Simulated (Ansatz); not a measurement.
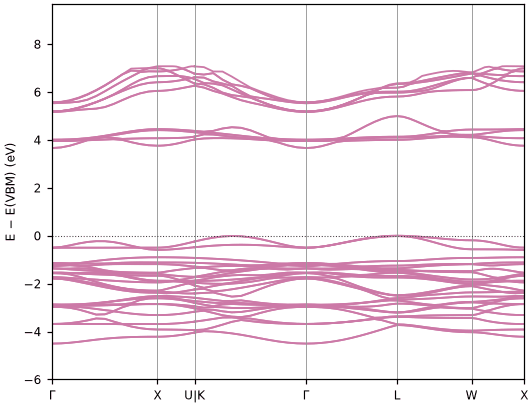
*Band structure from plane-wave PAW PBEsol with spin–orbit coupling (Ansatz code)*

### Question
Read off the gap and where the band edges lie.

### Answer
About 3.7 eV (3.66 eV by a search for the band edges); maximum at L, minimum at Γ.

The material is Cs$_{2}$YAgCl$_{6}$ in space group Fm-3m (No. 225; Cs on 8c, Y on 4b, Ag on 4a, Cl on 24e).

The first step of the workflow began from a Materials Project structure, measured or hypothetical; the Crystallography Open Database copy checked does not list it. Its standing as an ambient phase is unchecked. The PBEsol relaxation kept the symmetry of its start; its stability against distortions is not shown here. The run is not spin-polarised.

Potentials: the later of the program's two PAW sets.
